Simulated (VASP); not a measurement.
Band structure of Sc (hcp). These are PBEsol GGA with spin-orbit coupling, VASP's PBE PAW potentials (set 64) (plane waves; VASP) values and carry that method's errors.

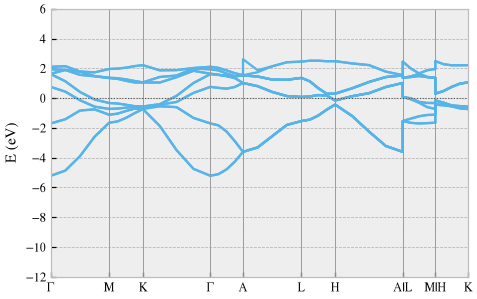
*Bands along high-symmetry lines, zero at the valence-band maximum or, without a gap, the Fermi level*

Q: Read the plot: is there a gap, and where are the band edges?

A: It has no gap at this level: it comes out as a metal or semimetal.

The compound is Sc in the hcp structure. It was relaxed first, which changed the volume by -5 %.
